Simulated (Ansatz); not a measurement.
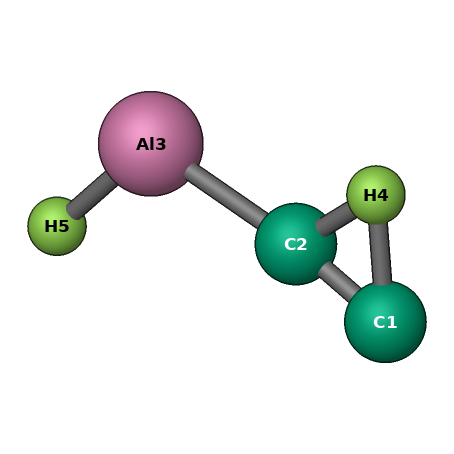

The questions are on Mulliken charges. The species is neutral and a spin doublet. The computed structure is the end point of a PBE0-D4/def2-TZVP optimisation. No frequency run is at hand to confirm it as a minimum. Method: UKS PBE0-D4/def2-TZVP (Ansatz 0.2.0).

Q: Which atom carries the highest charge (most positive or least negative)?

A: Al3 (0.33 e).

Q: And the lowest?

A: C1 (−0.28 e).

List the Mulliken charges.

| atom | value (e) |
| --- | --- |
| C1 | −0.28 |
| C2 | −0.20 |
| Al3 | 0.33 |
| H4 | 0.21 |
| H5 | −0.06 |

Mulliken values depend strongly on the basis set and can even reverse the polarity of a bond.
